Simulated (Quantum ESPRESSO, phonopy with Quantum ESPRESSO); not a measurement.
# Grüneisen parameters and expansion of HfO2 (Fm-3m), part 6 of 8

Aim: how the vibrations of HfO2 shift with volume, and the expansion that follows.

Quantum ESPRESSO 7.5; DFT PBE, scalar-relativistic, plane waves, GBRV ultrasoft pseudopotentials.

So far. Step 5 (Born charges and dielectric tensor): The Born charges sum to zero within 8.3e-4 e; the rest is removed before use. Acoustic frequencies in this log differ from zero by the error of the sum rule, which ph.x does not impose. Step 6 (Forces on a displaced cell): At this level the gap is 3.82 eV on the k-mesh of the self-consistent run, which can miss the band edges.

## Step 8: Lattice dynamics at this volume, V/V0 1

This step: DFT PBE, scalar-relativistic, plane waves, GBRV ultrasoft pseudopotentials (phonopy with Quantum ESPRESSO 4.10.0 / 7.5).

Wall time 5.8 min (4 threads of Arm Neoverse V1, shared host); 22 min of CPU time.

This step gave:

```
point group                  : m-3m
highest frequency            : 684.3 cm⁻¹
lowest frequency on the path : -224.8 cm⁻¹
```

Phonopy, LO-TO term from ph.x's tensors. Phonon branches along the path, in cm⁻¹:

```
    point  branch 1  branch 2  branch 3  branch 4  branch 5  branch 6  branch 7  branch 8  branch 9
        Γ         0         0         0       228       228       571       571       571       612
        X      -225        93        93       252       290       290       556       556       684
        U       -82        95       140       211       329       342       537       569       654
jump to K       -82        95       140       211       329       342       537       569       654
        Γ         0         0         0       228       228       571       571       571       612
        L        86        86       186       397       397       498       504       504       580
        W        94       156       160       181       181       460       460       624       625
        X      -225        93        93       252       290       290       556       556       684
```

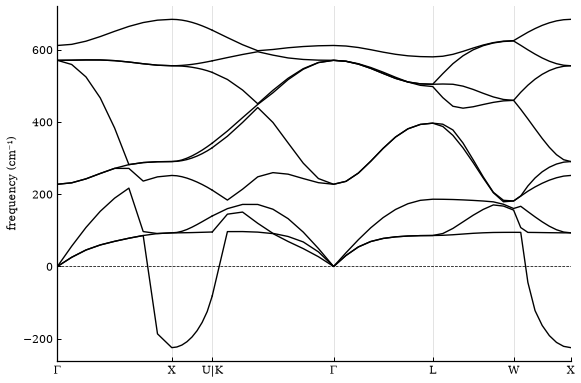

Phonon branches along the path.

The modes has structure finer than the step of the table below, so its rows give means over 50 cm⁻¹, whole bins alone (the curve runs from -230 to 714 cm⁻¹). Peaks (cm⁻¹: height): Hf 90.9: 0.0542, 180.0: 0.0210; O 286.9: 0.0151, 571.9: 0.0291.

Phonopy on the run's constants, 19x19x19 mesh, Gaussian sigma 6.7 cm⁻¹. The modes by wavenumber; means over each step; values in 1/cm⁻¹/cell:

```
wavenumber (cm⁻¹)       Hf        O
             -200        0   4.1e-4
             -150        0   6.6e-4
             -100        0   6.6e-4
              -50        0   2.9e-4
                0   6.3e-5   1.6e-5
               50  0.00468   6.1e-4
              100   0.0283  0.00120
              150   0.0117  0.00185
              200   0.0122  0.00336
              250  0.00195  0.00906
              300   2.3e-4   0.0130
              350   1.3e-4   0.0105
              400   8.0e-5  0.00974
              450   6.7e-5  0.00779
              500   2.0e-5   0.0118
              550   4.2e-5   0.0188
              600   4.4e-4   0.0212
              650   1.5e-4  0.00848
```

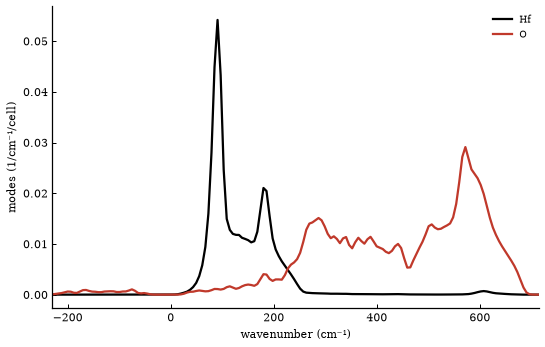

Modes against wavenumber.

No LO-TO term. Modes at Γ, with each element's share of the kinetic energy:

```
mode  frequency (cm⁻¹)  symmetry  Hf %  O %
   1               0.0       T1u    85   15
   2               0.0       T1u    85   15
   3               0.0       T1u    85   15
   4             227.6       T1u    15   85
   5             227.6       T1u    15   85
   6             227.6       T1u    15   85
   7             570.8       T2g     0  100
   8             570.8       T2g     0  100
   9             570.8       T2g     0  100
```

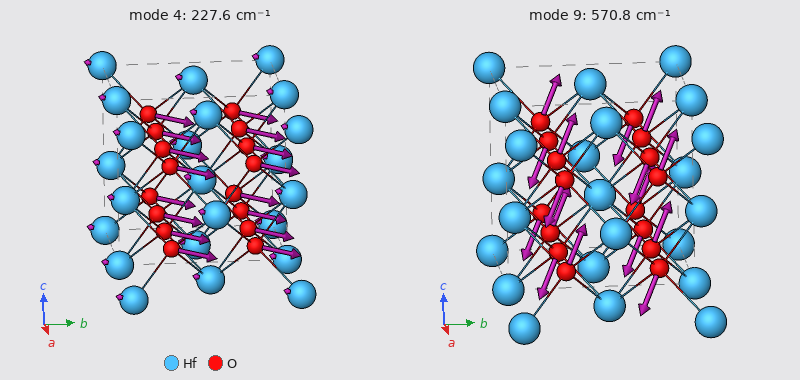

Displacement patterns of modes 4 and 9 at Γ; arrows are exaggerated. 2×1×1 conventional cells are drawn. Some periodic images of atoms are drawn too.

The lowest frequency on the path is -225 cm⁻¹, so the cell is unstable here and gives no valid free energy.

The time given is that of the 2 pw.x runs on displaced cells behind this step.

## Step 9: Self-consistent run, V/V0 1.015

A tight ground state at this cell gives the energy of this member; its pressure is the stress at this cutoff, which can carry an offset from the finite basis.

This step: DFT PBE, scalar-relativistic, plane waves, GBRV ultrasoft pseudopotentials (Quantum ESPRESSO 7.5).

System of this step: HfO2. Symmetry: Fm-3m, No. 225, cubic system. Conventional cell: a = 5.107 Å, b = 5.107 Å, c = 5.107 Å, α = 90.00°, β = 90.00°, γ = 90.00°. Nearest to Hf lie 8 O at 2.21 Å. O has 4 Hf at 2.21 Å nearest. Farther neighbours and most contacts between anions are not listed.

The input, scf.in:

```
&control
   calculation = 'scf'
   prefix = 'x'
   outdir = './tmp'
   pseudo_dir = './pseudo'
   tprnfor = .true.
   tstress = .true.
/
&system
   ibrav = 0
   nat = 3
   ntyp = 2
   ecutwfc = 45.0
   ecutrho = 270.0
   occupations = 'fixed'
   nbnd = 14
/
&electrons
   conv_thr = 1.0d-12
   mixing_beta = 0.7
   electron_maxstep = 100
/
ATOMIC_SPECIES
 Hf    178.4900  Hf.upf
 O      15.9990  O.upf
CELL_PARAMETERS angstrom
     0.000000000    2.553692094    2.553692094
     2.553692094    0.000000000    2.553692094
     2.553692094    2.553692094    0.000000000
ATOMIC_POSITIONS crystal
 Hf     0.000000000   0.000000000   0.000000000
 O      0.250000000   0.250000000   0.250000000
 O      0.750000000   0.750000000   0.750000000
K_POINTS automatic
 8 8 8 0 0 0
```

Started as:

```bash
OMP_NUM_THREADS=1 mpirun -n 4 pw.x -nk 4 -in scf.in > scf.out
```

The log of the run:

```text
[banner, memory and clock lines left out]
Program PWSCF v.7.5

     Message from routine setup:
     using ibrav=0 with symmetry is DISCOURAGED, use correct ibrav instead

     G-vector sticks info

     bravais-lattice index     =            0
     lattice parameter (alat)  =       6.8247  a.u.
     unit-cell volume          =     224.7668 (a.u.)^3
     number of atoms/cell      =            3
     number of atomic types    =            2
     number of electrons       =        24.00
[...]
atom    3 type  2   force =    -0.00000000   -0.00000000   -0.00000000

     Total force =     0.000000     Total SCF correction =     0.000000

     Computing stress (Cartesian axis) and pressure

     negative rho (up, down):  1.173E-01 0.000E+00
          total   stress  (Ry/bohr**3)                   (kbar)     P=      -36.09
[...]
-0.00000000  -0.00024537  -0.00000000           -0.00      -36.09       -0.00
  -0.00000000  -0.00000000  -0.00024537           -0.00       -0.00      -36.09

     XML data file, charge density, pseudopotentials, collected wavefunctions
[key lines of the parts left out:]
!    total energy              =    -224.03008417 Ry
convergence has been achieved in  23 iterations
```

It took 8.2 s on 4 MPI ranks.

At this level the gap is 3.78 eV on the k-mesh of the self-consistent run, which can miss the band edges.

## Step 10: Zone-centre response

In a polar crystal the Born charges and ε∞ give the long-range dipole term that a finite supercell misses. They are those of this k-mesh and were not tested on a denser one; where the gap is small they converge slowly, and the LO modes with them.

The input, ph.in:

```
phonons
&inputph
   prefix = 'x'
   outdir = './tmp'
   fildyn = 'x.dyn'
   tr2_ph = 1.0d-18
   epsil = .true.
/
0.000000000 0.000000000 0.000000000
```

scf.in is that of step 9.

Started as:

```bash
OMP_NUM_THREADS=1 mpirun -n 4 ph.x -nk 4 -in ph.in > ph.out
```

The log of the run:

```text
[banner, memory and clock lines left out]
Program PHONON v.7.5

     ./tmp/x.save/

     IMPORTANT: XC functional enforced from input :
     Exchange-correlation= PBE
                           (   1   4   3   4   0   0   0)
     Any further DFT definition will be discarded
     Please, verify this is what you really want

     G-vector sticks info

     negative rho (up, down):  1.173E-01 0.000E+00
     Reading collected, re-writing distributed wavefunctions in ./tmp/

     Number and degeneracy of irreps per q-point
[...]
freq (    1) =      -0.067484 [THz] =      -2.251016 [cm-1]
     freq (    2) =      -0.067484 [THz] =      -2.251016 [cm-1]
     freq (    3) =      -0.067484 [THz] =      -2.251016 [cm-1]
[...]
freq (    8) =      16.734374 [THz] =     558.198643 [cm-1]
     freq (    9) =      16.734374 [THz] =     558.198643 [cm-1]
 **************************************************************************

     Mode symmetry, O_h (m-3m)  point group:

     freq (   1-   3) =         -2.3  [cm-1]   --> T_1u G_15  G_4- I
     freq (   4-   6) =        211.6  [cm-1]   --> T_1u G_15  G_4- I
     freq (   7-   9) =        558.2  [cm-1]   --> T_2g G_25' G_5+ R
```

The job ended after 1.8 min (4 MPI ranks).

The Born charges sum to zero within 9.1e-4 e; the rest is removed before use. Acoustic frequencies in this log differ from zero by the error of the sum rule, which ph.x does not impose.

## Step 11: Forces on a displaced cell

One atom (for the harmonic constants) or a pair of atoms (for the cubic ones) is moved by a few hundredths of an ångström; the forces on all atoms give a column of force constants. The threshold is tight because the forces are small.

System of this step: HfO2. Symmetry: Imm2, No. 44, orthorhombic system. Conventional cell: a = 7.223 Å, b = 10.215 Å, c = 7.223 Å, α = 90.00°, β = 90.00°, γ = 90.00°. Nearest to Hf lie 8 O at 2.20 to 2.23 Å. Nearest to Hf lie 8 O at 2.21 Å. Hf has 8 O at 2.21 Å nearest. Nearest to O lie 4 Hf at 2.20 to 2.21 Å. Farther neighbours and most contacts between anions are not listed.

The input, disp-00001.in:

```
&control
   calculation = 'scf'
   prefix = 'x'
   outdir = './tmp'
   pseudo_dir = './pseudo'
   tprnfor = .true.
   disk_io = 'none'
/
&system
   ibrav = 0
   nat = 24
   ntyp = 2
   ecutwfc = 45.0
   ecutrho = 270.0
   occupations = 'fixed'
   nbnd = 98
/
&electrons
   conv_thr = 1.0d-11
   mixing_beta = 0.7
   electron_maxstep = 100
/
ATOMIC_SPECIES
 Hf    178.4900  Hf.upf
 O      15.9990  O.upf
CELL_PARAMETERS angstrom
     0.000000000    5.107384188    5.107384188
     5.107384188    0.000000000    5.107384188
     5.107384188    5.107384188    0.000000000
ATOMIC_POSITIONS crystal
 Hf     0.002768959   0.000000000   0.000000000
 Hf     0.500000000   0.000000000   0.000000000
 Hf     0.000000000   0.500000000   0.000000000
 Hf     0.500000000   0.500000000   0.000000000
 Hf     0.000000000   0.000000000   0.500000000
 Hf     0.500000000   0.000000000   0.500000000
 Hf     0.000000000   0.500000000   0.500000000
 Hf     0.500000000   0.500000000   0.500000000
 O      0.125000000   0.125000000   0.125000000
 O      0.625000000   0.125000000   0.125000000
 O      0.125000000   0.625000000   0.125000000
 O      0.625000000   0.625000000   0.125000000
 O      0.125000000   0.125000000   0.625000000
 O      0.625000000   0.125000000   0.625000000
 O      0.125000000   0.625000000   0.625000000
 O      0.625000000   0.625000000   0.625000000
 O      0.375000000   0.375000000   0.375000000
 O      0.875000000   0.375000000   0.375000000
 O      0.375000000   0.875000000   0.375000000
 O      0.875000000   0.875000000   0.375000000
 O      0.375000000   0.375000000   0.875000000
 O      0.875000000   0.375000000   0.875000000
 O      0.375000000   0.875000000   0.875000000
 O      0.875000000   0.875000000   0.875000000
K_POINTS automatic
 3 3 3 0 0 0
```

Started as:

```bash
OMP_NUM_THREADS=1 mpirun -n 2 pw.x -nk 2 -in disp-00001.in > disp-00001.out
```

The log of the run:

```text
[banner, memory and clock lines left out]
Program PWSCF v.7.5

     Message from routine setup:
     using ibrav=0 with symmetry is DISCOURAGED, use correct ibrav instead

     G-vector sticks info

     bravais-lattice index     =            0
     lattice parameter (alat)  =      13.6494  a.u.
     unit-cell volume          =    1798.1345 (a.u.)^3
     number of atoms/cell      =           24
     number of atomic types    =            2
     number of electrons       =       192.00
[...]
atom    1 type  1   force =    -0.00000000   -0.00731835   -0.00731835
     atom    2 type  1   force =    -0.00000000    0.00481891    0.00481891
     atom    3 type  1   force =     0.00235400   -0.00239969    0.00246426
[...]
atom   23 type  2   force =     0.00056803    0.00031061    0.00031061
     atom   24 type  2   force =    -0.00071650    0.00013502    0.00013502

     Total force =     0.015326     Total SCF correction =     0.000010
     Message from routine punch:
     Nothing written, as per user request (disk_io='none')
[key lines of the parts left out:]
!    total energy              =   -1792.24049454 Ry
convergence has been achieved in  17 iterations
```

Wall time 4.7 min (2 MPI ranks); 9.5 min of CPU time.

## Step 12: Lattice dynamics at this volume, V/V0 1.015

This step: DFT PBE, scalar-relativistic, plane waves, GBRV ultrasoft pseudopotentials (phonopy with Quantum ESPRESSO 4.10.0 / 7.5).

It took 6.5 min on 4 threads; 22 min of CPU time.

Phonopy, LO-TO term from ph.x's tensors. Phonon branches along the path, in cm⁻¹:

```
    point  branch 1  branch 2  branch 3  branch 4  branch 5  branch 6  branch 7  branch 8  branch 9
        Γ         0         0         0       212       212       558       558       558       601
        X      -233        87        87       248       277       277       544       544       672
        U      -108        90       134       206       316       330       526       558       642
jump to K      -108        90       134       206       316       330       526       558       642
        Γ         0         0         0       212       212       558       558       558       601
        L        81        81       178       385       385       489       492       492       569
        W        87       136       141       176       176       449       449       613       613
        X      -233        87        87       248       277       277       544       544       672
```

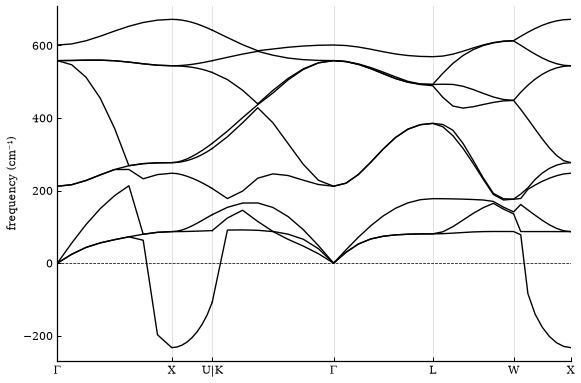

Phonon branches along the path.

The lowest frequency on the path is -233 cm⁻¹, so the cell is unstable here and gives no valid free energy. The highest zone-centre mode (no LO–TO term) moved by -2.2 % for a volume change of +1.5 %.

The time given is that of the 2 pw.x runs on displaced cells behind this step.

## Step 13: Self-consistent run, V/V0 0.985

A tight ground state at this cell gives the energy of this member; its pressure is the stress at this cutoff, which can carry an offset from the finite basis.

This step: DFT PBE, scalar-relativistic, plane waves, GBRV ultrasoft pseudopotentials (Quantum ESPRESSO 7.5).

System of this step: HfO2. It takes space group Fm-3m (No. 225, cubic). The conventional cell has a = 5.057 Å, b = 5.057 Å, c = 5.057 Å, α = 90.00°, β = 90.00°, γ = 90.00°. Nearest to Hf lie 8 O at 2.19 Å. O has 4 Hf at 2.19 Å nearest. Farther neighbours and most contacts between anions are not listed.

Edit scf.in of step 10 so:

```diff
@@ -26,5 +26,5 @@
 CELL_PARAMETERS angstrom
-     0.000000000    2.553692094    2.553692094
-     2.553692094    0.000000000    2.553692094
-     2.553692094    2.553692094    0.000000000
+     0.000000000    2.528280537    2.528280537
+     2.528280537    0.000000000    2.528280537
+     2.528280537    2.528280537    0.000000000
 ATOMIC_POSITIONS crystal
```

Started as:

```bash
OMP_NUM_THREADS=1 mpirun -n 4 pw.x -nk 4 -in scf.in > scf.out
```

The log of the run:

```text
[banner, memory and clock lines left out]
Program PWSCF v.7.5

     Message from routine setup:
     using ibrav=0 with symmetry is DISCOURAGED, use correct ibrav instead

     G-vector sticks info

     bravais-lattice index     =            0
     lattice parameter (alat)  =       6.7568  a.u.
     unit-cell volume          =     218.1235 (a.u.)^3
     number of atoms/cell      =            3
     number of atomic types    =            2
     number of electrons       =        24.00
[...]
atom    3 type  2   force =     0.00000000   -0.00000000   -0.00000000

     Total force =     0.000000     Total SCF correction =     0.000000

     Computing stress (Cartesian axis) and pressure

     negative rho (up, down):  1.173E-01 0.000E+00
          total   stress  (Ry/bohr**3)                   (kbar)     P=       39.57
[...]
0.00000000   0.00026901   0.00000000            0.00       39.57        0.00
   0.00000000   0.00000000   0.00026901            0.00        0.00       39.57

     XML data file, charge density, pseudopotentials, collected wavefunctions
[key lines of the parts left out:]
!    total energy              =    -224.02989360 Ry
convergence has been achieved in  21 iterations
```

Elapsed: 7.7 s, on 4 MPI ranks; 31 s of CPU time.

The run ends at a pressure of 3.96 GPa.

## Step 14: Born charges and dielectric tensor

In a polar crystal the Born charges and ε∞ give the long-range dipole term that a finite supercell misses. They are those of this k-mesh and were not tested on a denser one; where the gap is small they converge slowly, and the LO modes with them.

ph.in is that of step 10.

scf.in is that of step 13.

Started as:

```bash
OMP_NUM_THREADS=1 mpirun -n 4 ph.x -nk 4 -in ph.in > ph.out
```

The log of the run:

```text
[banner, memory and clock lines left out]
Program PHONON v.7.5

     ./tmp/x.save/

     IMPORTANT: XC functional enforced from input :
     Exchange-correlation= PBE
                           (   1   4   3   4   0   0   0)
     Any further DFT definition will be discarded
     Please, verify this is what you really want

     G-vector sticks info

     negative rho (up, down):  1.173E-01 0.000E+00
     Reading collected, re-writing distributed wavefunctions in ./tmp/

     Number and degeneracy of irreps per q-point
[...]
freq (    1) =       0.088029 [THz] =       2.936315 [cm-1]
     freq (    2) =       0.088029 [THz] =       2.936315 [cm-1]
     freq (    3) =       0.088029 [THz] =       2.936315 [cm-1]
[...]
freq (    8) =      17.505098 [THz] =     583.907213 [cm-1]
     freq (    9) =      17.505098 [THz] =     583.907213 [cm-1]
 **************************************************************************

     Mode symmetry, O_h (m-3m)  point group:

     freq (   1-   3) =          2.9  [cm-1]   --> T_1u G_15  G_4- I
     freq (   4-   6) =        243.4  [cm-1]   --> T_1u G_15  G_4- I
     freq (   7-   9) =        583.9  [cm-1]   --> T_2g G_25' G_5+ R
```

Run time: 1.8 min. Hardware: 4 MPI ranks.

The Born charges sum to zero within 8.3e-4 e; the rest is removed before use. Acoustic frequencies in this log differ from zero by the error of the sum rule, which ph.x does not impose.

## Step 15: A displaced supercell

One atom (for the harmonic constants) or a pair of atoms (for the cubic ones) is moved by a few hundredths of an ångström; the forces on all atoms give a column of force constants. The threshold is tight because the forces are small.

System of this step: HfO2. The structure is orthorhombic, space group Imm2 (No. 44). The conventional cell has a = 7.151 Å, b = 10.113 Å, c = 7.151 Å, α = 90.00°, β = 90.00°, γ = 90.00°. Nearest to Hf lie 8 O at 2.17 to 2.21 Å. Hf has 8 O at 2.19 Å nearest. Nearest to Hf lie 8 O at 2.19 Å. Nearest to O lie 4 Hf at 2.17 to 2.19 Å. Farther neighbours and most contacts between anions are not listed.

Edit disp-00001.in of step 11 so:

```diff
@@ -26,7 +26,7 @@
 CELL_PARAMETERS angstrom
-     0.000000000    5.107384188    5.107384188
-     5.107384188    0.000000000    5.107384188
-     5.107384188    5.107384188    0.000000000
+     0.000000000    5.056561074    5.056561074
+     5.056561074    0.000000000    5.056561074
+     5.056561074    5.056561074    0.000000000
 ATOMIC_POSITIONS crystal
- Hf     0.002768959   0.000000000   0.000000000
+ Hf     0.002796789   0.000000000   0.000000000
  Hf     0.500000000   0.000000000   0.000000000
```

Started as:

```bash
OMP_NUM_THREADS=1 mpirun -n 2 pw.x -nk 2 -in disp-00001.in > disp-00001.out
```

The log of the run:

```text
[banner, memory and clock lines left out]
Program PWSCF v.7.5

     Message from routine setup:
     using ibrav=0 with symmetry is DISCOURAGED, use correct ibrav instead

     G-vector sticks info

     bravais-lattice index     =            0
     lattice parameter (alat)  =      13.5135  a.u.
     unit-cell volume          =    1744.9877 (a.u.)^3
     number of atoms/cell      =           24
     number of atomic types    =            2
     number of electrons       =       192.00
[...]
atom    1 type  1   force =    -0.00000000   -0.00834215   -0.00834215
     atom    2 type  1   force =    -0.00000000    0.00501803    0.00501803
     atom    3 type  1   force =     0.00245470   -0.00247641    0.00256254
[...]
atom   23 type  2   force =     0.00031353    0.00054831    0.00054831
     atom   24 type  2   force =    -0.00048461    0.00035404    0.00035404

     Total force =     0.016629     Total SCF correction =     0.000002
     Message from routine punch:
     Nothing written, as per user request (disk_io='none')
[key lines of the parts left out:]
!    total energy              =   -1792.23884159 Ry
convergence has been achieved in  20 iterations
```

The job ended after 5.2 min (2 MPI ranks).

(Part 6 of 8 ends here.)

[Logs are printed without paths, hosts, clocks, repeated set-up lines and the standing remarks that a program may print on its own settings, such as how far it seeks lower states.]

[Hosts, paths, dates, database ids (printed as entryN), source tags and the programs' standing remarks are cut or masked in the printed files.]

[A step with changed settings may run another functional than the one named; its input shows which.]

[Of the runs on displaced cells, only some may be shown.]
